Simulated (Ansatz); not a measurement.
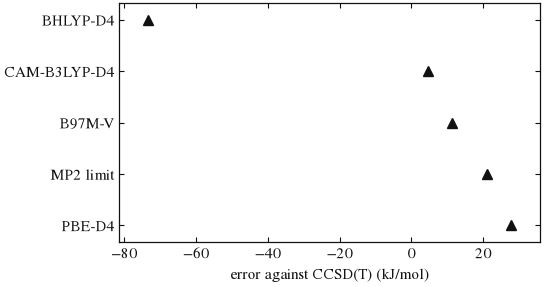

Error in the electronic atomisation energy (method less reference, so positive means overbinding) of C₂H₇ClSi, SMILES C[SiH2]CCl: functionals in def2-TZVPP against frozen-core CCSD(T) at the limit (MP2 extrapolated from triple and quadruple zeta, plus CCSD(T) less MP2 in a smaller set), which gives 3804.7 kJ/mol, at a PBE0-D4/def2-TZVP geometry (a minimum by its frequencies), no zero-point or spin-orbit term, the Ansatz code 0.2.0. The reference leaves out core correlation, a term that grows with the number of heavy atoms. Limit means the basis limit.

**Which of these levels overbind, and which underbind?**

Overbind: MP2 limit and PBE-D4. Underbind: BHLYP-D4. Within 20 kJ/mol of zero, too close to call in view of what the reference leaves out: CAM-B3LYP-D4 and B97M-V.

**Give the values.**

```csv
level,kJ/mol
BHLYP-D4,−73.2
CAM-B3LYP-D4,4.6
B97M-V,11.2
MP2 limit,21.0
PBE-D4,27.8
```

Limits of at least one run: one conformer of a flexible molecule.
